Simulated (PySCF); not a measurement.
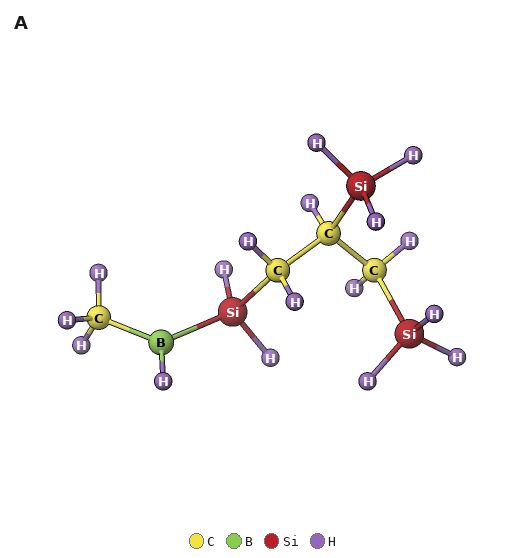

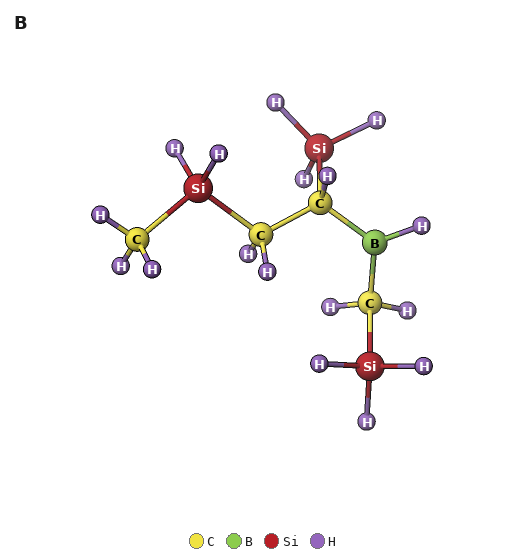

2 stationary structures of one formula. Geometries: GFN2-xTB. Electronic energies: PBE0/pcSseg-1 (PySCF 2.14.0), without zero-point energy. No frequency run is at hand to confirm each as a minimum. Each is one conformer, not always the lowest.

Question: Which structure is the most stable?

Answer: B is lowest; A lies 1.111 eV above it. A is `CB[SiH2]C[C@@H]([SiH3])C[SiH3]`, B is `C[SiH2]C[C@H]([SiH3])BC[SiH3]`.

The geometry is semi-empirical. Around B, Si such bond lengths and angles can be off by a tenth of an ångström or more and by several degrees, and values that hang on the shape move with them.
